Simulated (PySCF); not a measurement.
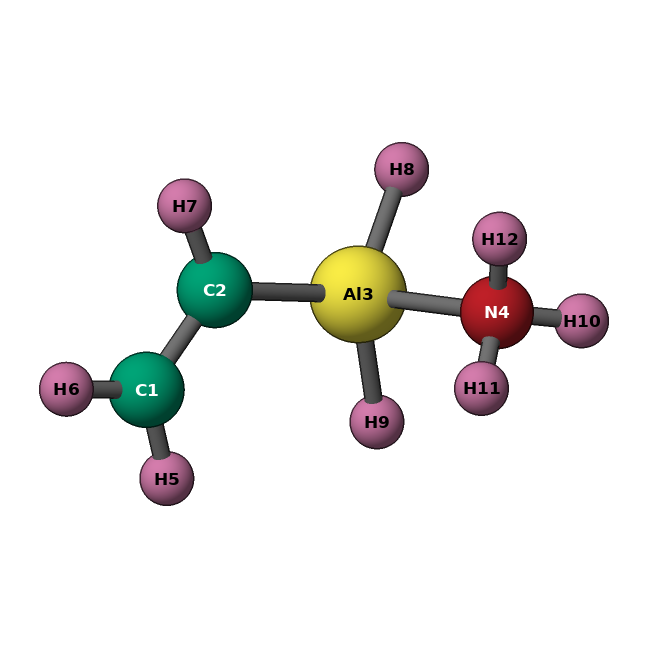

The computed structure is the end point of a PBE0-D3(BJ)/def2-SVP optimisation. No frequency run is at hand to confirm it as a minimum. Properties computed with GIAO KT3/pcSseg-2 NMR shielding, non-relativistic, gas phase (PySCF 2.14.0). Principal shieldings σ11 ≤ σ22 ≤ σ33, span Ω = σ33 − σ11, skew κ = 3(σiso − σ22)/Ω.

Give the shielding tensors of the Al atoms.

```json
{"atom": "Al3", "σ11": "401.3", "σ22": "442.0", "σ33": "458.0", "σiso": "433.8", "Ω": "56.8", "κ": "−0.43"}
```

Shieldings and span in ppm.
